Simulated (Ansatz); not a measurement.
# Mg3SiO (model cell, started as antiperovskite): a soft mode frozen in, part 2 of 3

Which phase does Mg3SiO (model cell, started as antiperovskite) fall into along its unstable mode, and how much energy does it gain?

Ansatz 0.2.0; DFT PBEsol, scalar-relativistic, plane waves, PAW; PAW set soft_1.

So far, highest frequency on the path or at a solved wavevector (cm⁻¹): step 2 (response at finite wavevector) 481. Also lowest frequency on the path (cm⁻¹): step 2 -46.3.

The structure was built from a prototype and need not be the compound's stable phase.

## (3) The mode frozen in, largest atomic shift 0 Å

The mode followed lies at q = (0, -0.5, -0.5) with frequency 46.3i cm⁻¹, the softest among the wavevectors solved. At small amplitude the distorted cell has space group no. 127 by a symmetry search on the positions. The undistorted cell that holds it gives the zero of energy on the same k mesh.

System of this step: Mg3SiO (model cell, started as antiperovskite). It takes space group Pm-3m (No. 221, cubic). Conventional cell: a = 4.189 Å, b = 4.189 Å, c = 4.189 Å, α = 90.00°, β = 90.00°, γ = 90.00°. Si has 12 Mg at 2.96 Å nearest. O has 6 Mg at 2.09 Å nearest. Nearest to Mg lie 2 O at 2.09 Å and 8 Mg at 2.96 Å and 4 Si at 2.96 Å. Nearest to Mg lie 2 O at 2.09 Å and 8 Mg at 2.96 Å and 4 Si at 2.96 Å. Farther neighbours and most contacts between anions are not listed.

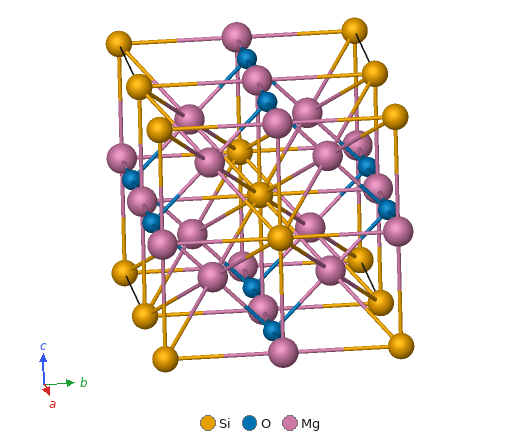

The cell of this step (silicon orange, oxygen blue, magnesium pink). 2×1×1 cells are drawn. Some periodic images of atoms are drawn too.

input.yaml

```yaml
crystal:
  lattice:
    - [-4.1890907208, 0.0, 0.0]
    - [0.0, -4.1890907208, -4.1890907208]
    - [0.0, -4.1890907208, 4.1890907208]
  atoms:
    - { symbol: Si, position: [0.0, 0.5, 0.5] }
    - { symbol: Si, position: [0.0, 0.0, 0.0] }
    - { symbol: O, position: [0.5, 0.0, 0.5] }
    - { symbol: O, position: [0.5, 0.5, 0.0] }
    - { symbol: Mg, position: [0.5, 0.25, 0.25] }
    - { symbol: Mg, position: [0.5, 0.75, 0.75] }
    - { symbol: Mg, position: [0.5, 0.25, 0.75] }
    - { symbol: Mg, position: [0.5, 0.75, 0.25] }
    - { symbol: Mg, position: [0.0, 0.0, 0.5] }
    - { symbol: Mg, position: [0.0, 0.5, 0.0] }
kpoints:
  mp_grid: { grid: [8, 6, 6] }
hamiltonian:
  xc: pbesol
  pseudopotentials: { kind: paw, azcp: { folder: soft_1 }, xc_functional: pbe }
scf:
  occupations: { method: methfessel_paxton, width: 0.2 }
output:
  forces: true
  stress: true
  eigenvalues: true
```

Run with:

```sh
> ansatz run input.yaml --threads 8 --pin off --max-ram 16384MiB --backend cpu --events-out ev --progress --plain --runs-dir out
```

Numbers of over 12 decimals in the logs are rounded to 6 here.

Log:

```text
[...]
Crystal: 10 atoms, lattice volume = 147.024 Å³
Basis set: ecut = 420 eV, 2871 PW (Γ), exchange–correlation on 60×80×80 points (8 copies of the dense FFT grid, shifted against one another)
Bands: 50, of which v1, the nominal top of the filled ones, is band 40 counted from 1 (39 counted from 0)
Symmetry: 32 space group operations
[...]
k-points: 50 of 288
[...]
k-point 0: bands = [... 36 lower, 8.2573, 8.2583, 8.2583, 8.3049, 8.9408, 9.2996, 9.3014, 10.5487, ... 6 higher]
  k-point 1: bands = [... 36 lower, 7.5644, 7.7090, 8.2356, 8.7662, 8.8151, 9.5785, 10.1123, 11.1482, ... 6 higher]
  k-point 2: bands = [... 36 lower, 6.4913, 7.0646, 8.2118, 8.4675, 9.8657, 10.0324, 11.0510, 11.5176, ... 6 higher]
  k-point 49: bands = [... 36 lower, 6.0674, 6.0674, 8.3041, 8.3041, 8.9424, 8.9424, 11.1495, 11.1495, ... 6 higher]
[key lines of the parts left out:]
SCF converged after 9 iterations
Free energy (F): -13842.308004 eV
Fermi energy:    8.685428 eV
P = ⅓ Tr σ = 0.0117 GPa (0.117 kbar)
```

Run time: 2.5 s. Hardware: 8 threads of Arm Neoverse V2, shared host; peak memory 0.71 GiB.

This step gave:

```yaml
pressure: 0.01168 GPa
energy_from_the_undistorted_cell: 0 meV/atom
```

The run ends at a pressure of 0.01 GPa.

## (4) The mode frozen in, largest atomic shift 0.22 Å

The atoms are moved along the unstable eigenvector, the largest shift by 0.22 Å, with the cell fixed.

input.yaml, the sections that differ from step 3:

```yaml
crystal:
  lattice:
    - [-4.1890907208, 0.0, 0.0]
    - [0.0, -4.1890907208, -4.1890907208]
    - [0.0, -4.1890907208, 4.1890907208]
  atoms:
    - { symbol: Si, position: [0.0, 0.5, 0.5] }
    - { symbol: Si, position: [0.0, 0.0, 0.0] }
    - { symbol: O, position: [0.5, 0.0, 0.5] }
    - { symbol: O, position: [0.5, 0.5, 0.0] }
    - { symbol: Mg, position: [0.5, 0.2762586817, 0.2762586817] }
    - { symbol: Mg, position: [0.5, 0.7237413183, 0.7237413183] }
    - { symbol: Mg, position: [0.5, 0.2237413183, 0.7762586817] }
    - { symbol: Mg, position: [0.5, 0.7762586817, 0.2237413183] }
    - { symbol: Mg, position: [0.0, 0.0, 0.5] }
    - { symbol: Mg, position: [0.0, 0.5, 0.0] }
# kpoints, hamiltonian, scf, output: as in step 3
```

Log:

```text
[...]
Crystal: 10 atoms, lattice volume = 147.024 Å³
Basis set: ecut = 420 eV, 2871 PW (Γ), exchange–correlation on 60×80×80 points (8 copies of the dense FFT grid, shifted against one another)
Bands: 50, of which v1, the nominal top of the filled ones, is band 40 counted from 1 (39 counted from 0)
Symmetry: 16 space group operations
[...]
k-points: 50 of 288
[...]
k-point 0: bands = [... 36 lower, 8.1855, 8.2497, 8.2497, 8.3269, 8.8360, 9.2414, 9.2597, 10.5119, ... 6 higher]
  k-point 1: bands = [... 36 lower, 7.5529, 7.7004, 8.1639, 8.6712, 8.8361, 9.5391, 10.0268, 11.1157, ... 6 higher]
  k-point 2: bands = [... 36 lower, 6.5011, 7.0659, 8.1394, 8.3850, 9.8796, 9.9891, 10.9084, 11.6360, ... 6 higher]
  k-point 49: bands = [... 36 lower, 6.0791, 6.0791, 8.2787, 8.2787, 8.9259, 8.9259, 11.1430, 11.1430, ... 6 higher]
[key lines of the parts left out:]
SCF converged after 9 iterations
Free energy (F): -13842.315324 eV
Fermi energy:    8.643091 eV
P = ⅓ Tr σ = 0.2282 GPa (2.282 kbar)
```

Wall time 2.5 s (8 threads); peak memory 0.71 GiB.

Numbers from this step:

```yaml
pressure: 0.2282 GPa
energy_from_the_undistorted_cell: -0.727 meV/atom
```

The energy, extrapolated to zero smearing, is -0.73 meV/atom against the undistorted cell.

The run ends at a pressure of 0.23 GPa, with forces up to 0.0050 eV/Å.

## (5) Energy along the mode, all amplitudes (two of the runs are shown above)

An imaginary frequency means negative curvature, so the energy should fall and then rise again as anharmonic terms take over.

Numbers from this step:

| Item | Value |
| --- | --- |
| depth at the lowest point sampled | 0.727 meV/atom |
| largest atomic shift at that point | 0.22 Å |

The energy from the parent by largest atomic shift:

| largest atomic shift (Å) | energy from the parent (meV/atom) |
| --- | --- |
| 0.000 | 0 |
| 0.040 | -0.054 |
| 0.080 | -0.205 |
| 0.140 | -0.523 |
| 0.220 | -0.727 |
| 0.320 | 0.705 |
| 0.450 | 9.80 |

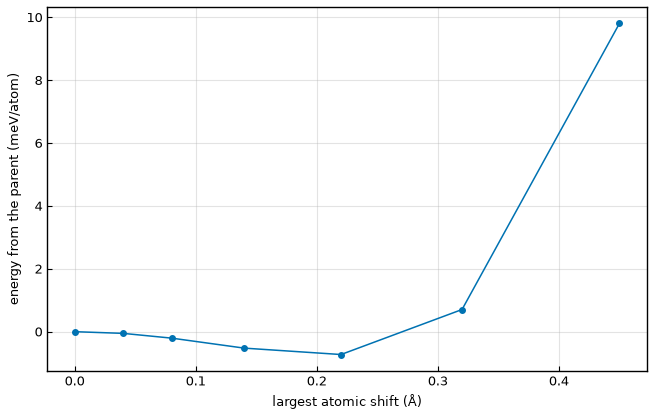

Energy from the parent against largest atomic shift.

Displacement at unit largest shift by atom:

| atom | x (Å) | y (Å) | z (Å) | size |
| --- | --- | --- | --- | --- |
| Si1 | 0.00 | 0.00 | 0.00 | 0.00 |
| Si2 | 0.00 | 0.00 | 0.00 | 0.00 |
| O3 | 0.00 | 0.00 | 0.00 | 0.00 |
| O4 | 0.00 | 0.00 | 0.00 | 0.00 |
| Mg5 | 0.00 | -1.00 | 0.00 | 1.00 |
| Mg6 | 0.00 | 1.00 | 0.00 | 1.00 |
| Mg7 | 0.00 | 0.00 | 1.00 | 1.00 |
| Mg8 | 0.00 | 0.00 | -1.00 | 1.00 |
| Mg9 | 0.00 | 0.00 | 0.00 | 0.00 |
| Mg10 | 0.00 | 0.00 | 0.00 | 0.00 |

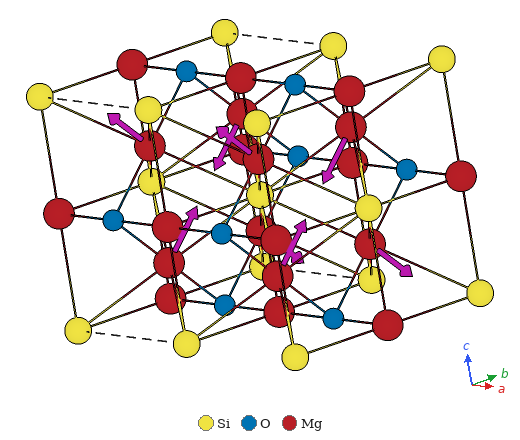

Displacement at unit largest shift as arrows, the longest 1 Å. 2×1×1 cells are drawn. Some periodic images of atoms are drawn too.

The lowest of the steps tried is at 0.22 Å, 0.727 meV/atom below the parent; the bottom of the well need not coincide with a step.

## (6) Relaxing from the distorted cell

Starting from the lowest point found, all atoms and the cell are let go, so that strain and other modes of the same symmetry can join in.

input.yaml, as its differences from that of step 4:

```diff
@@ -27 +27,10 @@
   eigenvalues: true
+  write_density: true
+  write_potential: true
+  elf: true
+  volumetric_format: npy
+relax:
+  adjacent_minimum: "off"
+  f_tol: 0.002
+  max_steps: 120
+  cell: { stress_tol: 0.03 }
```

Log:

```text
[...]
Crystal: 10 atoms, lattice volume = 147.024 Å³
Basis set: ecut = 420 eV, 2871 PW (Γ), exchange–correlation on 60×80×80 points (8 copies of the dense FFT grid, shifted against one another)
Bands: 50, of which v1, the nominal top of the filled ones, is band 40 counted from 1 (39 counted from 0)
Symmetry: 16 space group operations
[...]
k-points: 50 of 288
[...]
SCF iter   1: F=—  HF=-13845.815182 eV  |F-HF|=—  |Δ(HF+E_count)|=         —  Δρ=9.71e-2  dr2=1.74e1  ethr=3.10e-3  ⟨swp⟩=8.6  Hψ=10908  notcnv=0
[...]
SCF iter   9: F=-13842.315324 eV  HF=-13842.315324 eV  |F-HF|=3.31e-9  |Δ(HF+E_count)|=   2.37e-8  S|Δr|=    0.00e0  Δρ=2.14e-6  dr2=8.34e-9  ethr=1.25e-10  ⟨swp⟩=14.9  Hψ=17085  notcnv=0
SCF 1 converged in 9 iterations: F = -13842.315324 eV  dr2 = 8.34e-9
[...]
relax step   1: F+E_penalty+E_count = -13842.31532446 eV  Δ(F+E_penalty+E_count) = +0.000e0 eV  max|allowed force component| = 4.987e-3 eV/Å  Δτ_max = 0.0000 Å  P = +0.228 GPa  Ω = 147.024 Å³  (9 SCF iters, dr2 threshold 1.00e-7 eV, accepted)
Crystal: 10 atoms, lattice volume = 147.285 Å³
Basis set: ecut = 420 eV, 2867 PW (Γ), exchange–correlation on 60×80×80 points (8 copies of the dense FFT grid, shifted against one another)
[...]
SCF iter   4: F=-13842.316223 eV  HF=-13842.316223 eV  |F-HF|=3.76e-8  |Δ(HF+E_count)|=   4.00e-7  S|Δr|=    0.00e0  Δρ=5.38e-6  dr2=6.69e-8  ethr=1.25e-9  ⟨swp⟩=10.1  Hψ=15966  notcnv=0
SCF 2 converged in 4 iterations: F = -13842.316223 eV  dr2 = 6.69e-8
relax step   2: F+E_penalty+E_count = -13842.31622296 eV  Δ(F+E_penalty+E_count) = -8.985e-4 eV  max|allowed force component| = 1.412e-3 eV/Å  Δτ_max = 0.0001 Å  P = +0.069 GPa  Ω = 147.285 Å³  energy of the carried Pulay correction = -1.761e-4 eV  (4 SCF iters, dr2 threshold 1.00e-6 eV, accepted)
Crystal: 10 atoms, lattice volume = 147.367 Å³
Basis set: ecut = 420 eV, 2835 PW (Γ), exchange–correlation on 60×80×80 points (8 copies of the dense FFT grid, shifted against one another)
[...]
SCF iter   4: F=-13842.316687 eV  HF=-13842.316687 eV  |F-HF|=2.57e-7  |Δ(HF+E_count)|=   4.73e-7  S|Δr|=    0.00e0  Δρ=1.62e-5  dr2=3.30e-7  ethr=4.24e-10  ⟨swp⟩=10.2  Hψ=16433  notcnv=0
SCF 3 converged in 4 iterations: F = -13842.316687 eV  dr2 = 3.30e-7
  Residual-converged pass: ⟨swp⟩=1.0  Hψ=2700  notcnv=0  max |occ|·‖R‖ = 7.0e-9 eV (tolerance 1.0e-8 eV)  dr2=3.30e-7  dr2_onsite=2.40e-8  max |Δocc| = 1.1e-10
relax step   3: F+E_penalty+E_count = -13842.31668710 eV  Δ(F+E_penalty+E_count) = -4.641e-4 eV  max|allowed force component| = 2.818e-3 eV/Å  Δτ_max = 0.0007 Å  P = +0.014 GPa  Ω = 147.367 Å³  energy of the carried Pulay correction = -2.315e-4 eV  (4 SCF iters, dr2 threshold 3.39e-7 eV, accepted)
[...]
relax step   4: F+E_penalty+E_count = -13842.31665776 eV  Δ(F+E_penalty+E_count) = +2.934e-5 eV  max|allowed force component| = 2.304e-3 eV/Å  Δτ_max = 0.0150 Å  P = -0.001 GPa  Ω = 147.446 Å³  energy of the carried Pulay correction = -2.849e-4 eV  (7 SCF iters, dr2 threshold 4.96e-10 eV, accepted)
[...]
relax step   5: F+E_penalty+E_count = -13842.31669827 eV  Δ(F+E_penalty+E_count) = -4.051e-5 eV  max|allowed force component| = 1.696e-4 eV/Å  Δτ_max = 0.0067 Å  P = -0.004 GPa  Ω = 147.428 Å³  energy of the carried Pulay correction = -2.722e-4 eV  (7 SCF iters, dr2 threshold 3.32e-10 eV, accepted)
[...]
SCF iter   5: F=-13842.317037 eV  HF=-13842.317037 eV  |F-HF|=3.09e-11  |Δ(HF+E_count)|=  7.09e-11  S|Δr|=    0.00e0  Δρ=2.13e-7  dr2=1.86e-11  ethr=1.00e-12  ⟨swp⟩=7.6  Hψ=10868  notcnv=0
SCF 6 converged in 5 iterations: F = -13842.317037 eV  dr2 = 1.86e-11
relax step   6: F+E_penalty+E_count = -13842.31703674 eV  Δ(F+E_penalty+E_count) = -3.385e-4 eV  max|allowed force component| = 1.655e-4 eV/Å  Δτ_max = 0.0000 Å  P = -0.000 GPa  Ω = 147.428 Å³  stress off target by 6.65e-3 GPa  SCF on the basis re-selected at this cell (its energy is not comparable with the rows above)  (5 SCF iters)
basis re-selected at this cell: Δ(F+E_penalty+E_count) = -3.385e-4 eV, ΔP = +0.004 GPa vs the last step (what re-selecting the basis moved, of the pressure what is left beyond the Pulay correction that the steps carried, after the strain that the cell walked since its last selection, with what the two solves' SCF thresholds leave and, on support functions, any second-order correction that the steps lacked; it is no m [...]
SCF converged after 5 iterations
[...]
Free energy (F): -13842.317037 eV
[...]
Internal energy: -13842.316912 eV  (E = F + TS)
E sigma→0 (E₀):  -13842.317006 eV
Entropy (-TS):   -0.000125 eV (-0.012 meV/atom)
Fermi energy:    8.605995 eV
[...]
--- Forces (eV/Å), atoms counted from 1 ---
  atom   1  Si     0.00000000     0.00000000     0.00000000
  atom   2  Si     0.00000000     0.00000000    -0.00000000
  atom   3  O     -0.00000000     0.00000000    -0.00000000
  atom   4  O      0.00000000     0.00000000    -0.00000000
  atom   5  Mg    -0.00000000    -0.00016546     0.00000000
  atom   6  Mg     0.00000000     0.00016546    -0.00000000
  atom   7  Mg    -0.00000000    -0.00000000     0.00016546
  atom   8  Mg     0.00000000     0.00000000    -0.00016546
  atom   9  Mg     0.00000000     0.00000000    -0.00000000
  atom  10  Mg     0.00000000     0.00000000    -0.00000000
  max |Σ_I F_I| component: 1.30e-18 eV/Å
--- Stress (GPa, compression-positive) ---
        0.006654       0.000000       0.000000
        0.000000      -0.003793      -0.000000
        0.000000      -0.000000      -0.003793
  P = ⅓ Tr σ = -0.0003 GPa (-0.003 kbar)
--- Band table (eV; the first three rows and the last of 50) ---
  k-point 0: bands = [... 36 lower, 8.1147, 8.2367, 8.2367, 8.2969, 8.7655, 9.1904, 9.2391, 10.4579, ... 6 higher]
  k-point 1: bands = [... 36 lower, 7.5395, 7.6870, 8.0925, 8.5992, 8.8068, 9.4556, 10.0185, 11.0800, ... 6 higher]
  k-point 2: bands = [... 36 lower, 6.4884, 7.0491, 8.0667, 8.3113, 9.8493, 9.8980, 10.8264, 11.6332, ... 6 higher]
  k-point 49: bands = [... 36 lower, 6.0542, 6.0542, 8.2395, 8.2395, 8.9114, 8.9114, 11.1365, 11.1365, ... 6 higher]
--- Relaxed structure (5 steps of the walk, 5 accepted, 1 SCFs on fresh bases) ---
  F+E_penalty+E_count = -13842.31703674 eV   max|allowed force component| = 1.655e-4 eV/Å   (the final SCF, on the basis selected at the relaxed cell)
  cell:  # Å, volume = 147.4277 Å³
    - [-4.210847, 0, 0]
    - [0, -4.183982, -4.183982]
    - [0, -4.183982, 4.183982]
  atoms:
    - { symbol: Si, position: [0, 0.5, 0.5] }
    - { symbol: Si, position: [0, 0, 0] }
    - { symbol: O, position: [0.5, 0.0, 0.5] }
    - { symbol: O, position: [0.5, 0.5, 0.0] }
    - { symbol: Mg, position: [0.5, 0.277321, 0.277321] }
    - { symbol: Mg, position: [0.5, 0.722679, 0.722679] }
    - { symbol: Mg, position: [0.5, 0.222679, 0.777321] }
    - { symbol: Mg, position: [0.5, 0.777321, 0.222679] }
    - { symbol: Mg, position: [0, 0.0, 0.5] }
    - { symbol: Mg, position: [0, 0.5, 0.0] }
```

It took 14 s on 8 threads; peak memory 0.76 GiB; 1.8 min of CPU time.

Relaxation path:

| step | energy less that of the first step (eV) | largest force component (eV/Å) | pressure (GPa) | volume (Å³) |
| --- | --- | --- | --- | --- |
| 1 | 0.0000 | 0.0050 | 0.23 | 147.02 |
| 2 | -0.0009 | 0.0014 | 0.07 | 147.29 |
| 3 | -0.0014 | 0.0028 | 0.01 | 147.37 |
| 4 | -0.0013 | 0.0023 | 0.00 | 147.45 |
| 5 | -0.0014 | 0.0002 | 0.00 | 147.43 |
| 6* | -0.0017 | 0.0002 | 0.00 | 147.43 |

Relaxation steps marked * repeat the geometry before them on a plane-wave basis chosen anew for their cell, so energy and pressure can jump there.

Forces are held to the 16 operations that the run works with; a distortion that breaks them can't arise in this run.

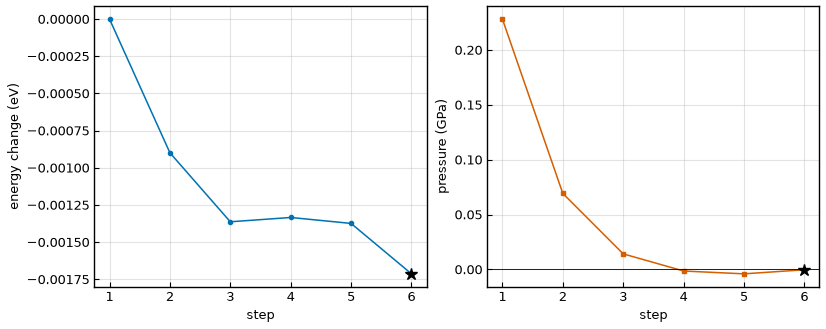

Energy and pressure along the relaxation. Stars mark steps on a basis chosen anew.

| cell as run | before | after | change |
| --- | --- | --- | --- |
| a (Å) | 4.189 | 4.211 | +0.5 % |
| b (Å) | 5.924 | 5.917 | -0.1 % |
| c (Å) | 5.924 | 5.917 | -0.1 % |
| volume (Å³/atom) | 14.70 | 14.74 | +0.3 % |

Final coordinates:

```cif
data_structure
_symmetry_space_group_name_H-M 'P 1'
_symmetry_Int_Tables_number 1
_cell_length_a 4.2108
_cell_length_b 5.9170
_cell_length_c 5.9170
_cell_angle_alpha 90.000
_cell_angle_beta 90.000
_cell_angle_gamma 90.000
_cell_volume 147.43
loop_
_atom_site_label
_atom_site_type_symbol
_atom_site_fract_x
_atom_site_fract_y
_atom_site_fract_z
_atom_site_occupancy
Si1 Si 0.00000 0.50000 0.50000 1
Si2 Si 0.00000 0.00000 0.00000 1
O3 O 0.50000 0.00000 0.50000 1
O4 O 0.50000 0.50000 0.00000 1
Mg5 Mg 0.50000 0.27732 0.27732 1
Mg6 Mg 0.50000 0.72268 0.72268 1
Mg7 Mg 0.50000 0.22268 0.77732 1
Mg8 Mg 0.50000 0.77732 0.22268 1
Mg9 Mg 0.00000 0.00000 0.50000 1
Mg10 Mg 0.00000 0.50000 0.00000 1
```

Numbers from this step:

| Quantity | Value |
| --- | --- |
| pressure | -3.11e-4 GPa |
| volume per atom | 14.74 Å³ |

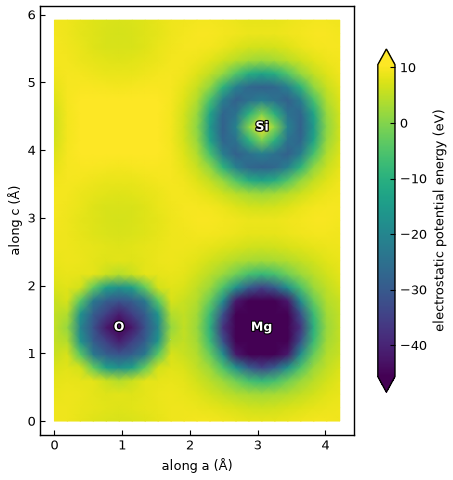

Electrostatic potential energy in the ac plane at fractional y = 0.000, with atoms of Si and O and Mg within 0.2 Å of it. With pseudopotentials it is smooth inside the atoms' cores, unlike the true potential. The map starts off the cell's origin, so that atoms lie inside it.

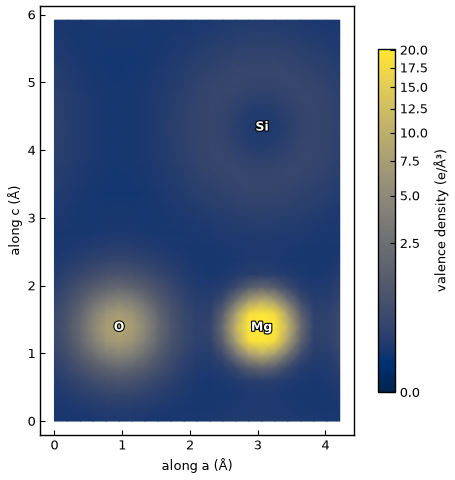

Valence density in the ac plane at fractional y = 0.000, with atoms of Si and O and Mg within 0.2 Å of it. It is the smooth field of the valence electrons, not physical close to the nuclei. The map starts off the cell's origin, so that atoms lie inside it. The colour scale is stretched toward low values.

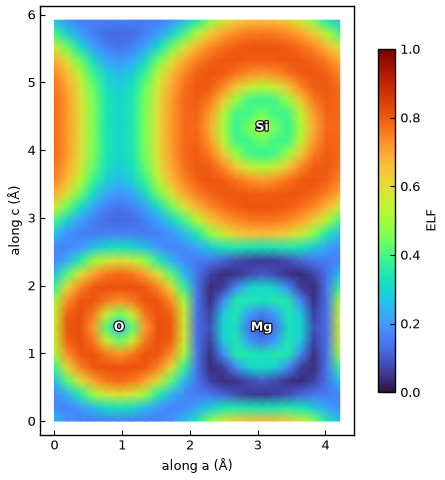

ELF in the ac plane at fractional y = 0.000, with atoms of Si and O and Mg within 0.2 Å of it. It is the smooth field of the valence electrons, not physical close to the nuclei. The map starts off the cell's origin, so that atoms lie inside it.

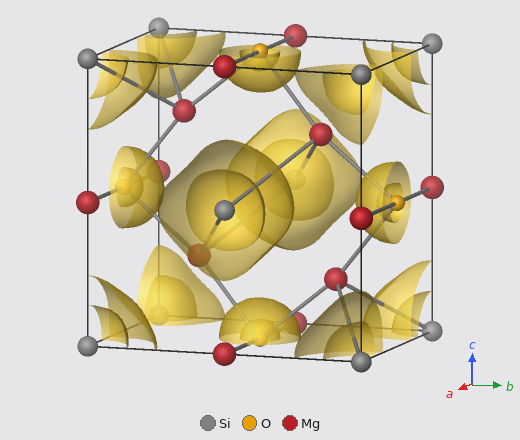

Surface of ELF = 0.74. Bonds to atoms that aren't drawn are left out.

The distorted start has space group P4/mbm; the relaxation ends in P4/mbm.

[end of part 2 of 3]

[Logs are printed without paths, hosts, clocks, repeated set-up lines and the standing remarks that a program may print on its own settings, such as how far it seeks lower states.]

[Hosts, paths, dates, database ids (printed as entryN), source tags and the programs' standing remarks are cut or masked in the printed files.]
